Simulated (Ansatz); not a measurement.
# CdGaH$_{5}$: what the fields show

The calculation's input:

```
crystal:
  lattice:
    - [3.0840948503, 0.0, 0.0]
    - [0.0, 3.0840948503, 0.0]
    - [0.0, 0.0, 6.1592685309]
  atoms:
    - { symbol: Cd, position: [0.0, 0.0, 0.5] }
    - { symbol: Ga, position: [0.5, 0.5, 0.0] }
    - { symbol: H, position: [0.0, 0.0, 0.0] }
    - { symbol: H, position: [0.5, 0.0, 0.7155844228] }
    - { symbol: H, position: [0.0, 0.5, 0.7155844228] }
    - { symbol: H, position: [0.5, 0.0, 0.2844155772] }
    - { symbol: H, position: [0.0, 0.5, 0.2844155772] }
kpoints:
  mp_grid: { grid: [10, 10, 6] }
  band_path:
    path:
      - [0.0, 0.0, 0.0]
      - [0.0, 0.5, 0.0]
      - [0.5, 0.5, 0.0]
      - [0.0, 0.0, 0.5]
      - [0.0, 0.5, 0.5]
      - [0.5, 0.5, 0.5]
    npoints: 1
hamiltonian:
  xc: r2scan
  dispersion: rvv10
scf:
  occupations: { method: fermi_dirac, width: 0.03 }
  n_extra_bands: 5
output:
  forces: true
  stress: true
  eigenvalues: true
  write_density: true
  write_potential: true
  elf: true
  volumetric_format: npy
```

Launched as:

```sh
ansatz run input.yaml --threads 4 --pin off --max-ram 4608MiB --backend cpu --events-out ev --progress --plain --runs-dir out
```

Below, planes, directions and counts refer to the conventional cell (a = 3.08 Å, b = 3.08 Å, c = 6.16 Å, α = 90.00°, β = 90.00°, γ = 90.00°).

Space group P4/mmm; a structure from a database of computed crystals, not necessarily the ambient phase; started from the SiSnPd5-123 prototype, which need not be the ambient phase.

The calculation used DFT, r2SCAN+rVV10, plane waves, PAW (Ansatz 0.2.0).

The density is the valence pseudo-density of a PAW calculation; it isn't the true density close to the nuclei.

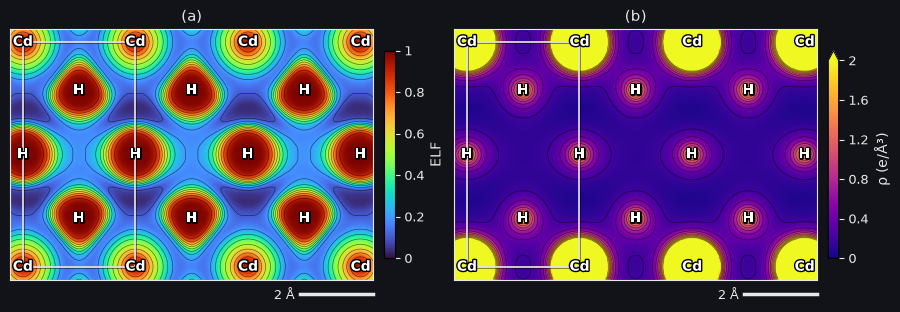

Figure 1. (a) electron localisation function; (b) valence pseudo-density on the (100) plane of the conventional cell.

**Read the bonding off the picture.**

The section cuts through Cd and H sites.
Cd–H (2.03 Å): ρ is about 0.57 e/Å³ halfway; the ELF climbs to about 1 towards the hydrogen.
Between the atoms the lowest density in this plane is 0.06 e/Å³.
The features right at Cd lie inside the PAW spheres, where the map follows smoothed inner orbitals and isn't to be read closely.

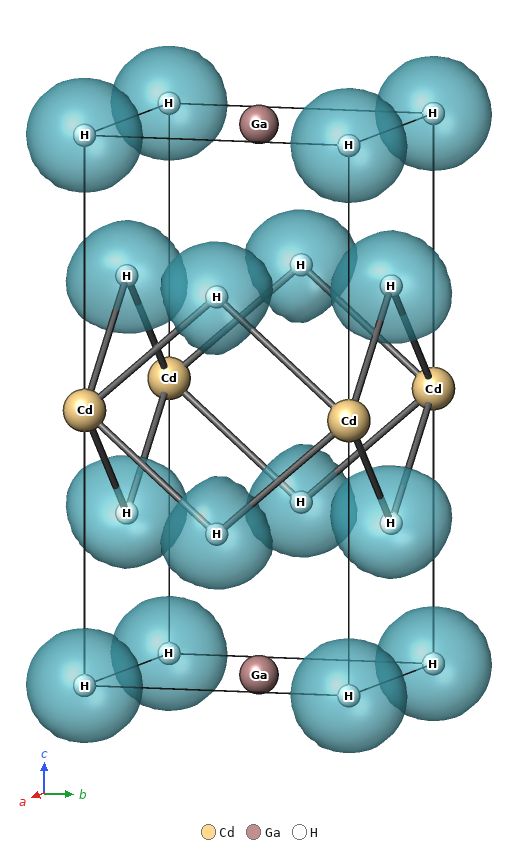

Figure 2. Isosurface of the ELF at 0.8 (cyan), seen slightly off an axis. Only the valence region is drawn (cores and ρ < 0.01 e/Å³ removed). Sticks mark near contacts.

**Describe the localisation domains.**

At this value the surface marks out five regions around hydrogen nuclei, counted in one cell of 7 atoms. Any copies at cell faces, edges or corners count once.


 Ga–H (2.18 Å): the ELF climbs to about 1 towards the hydrogen.
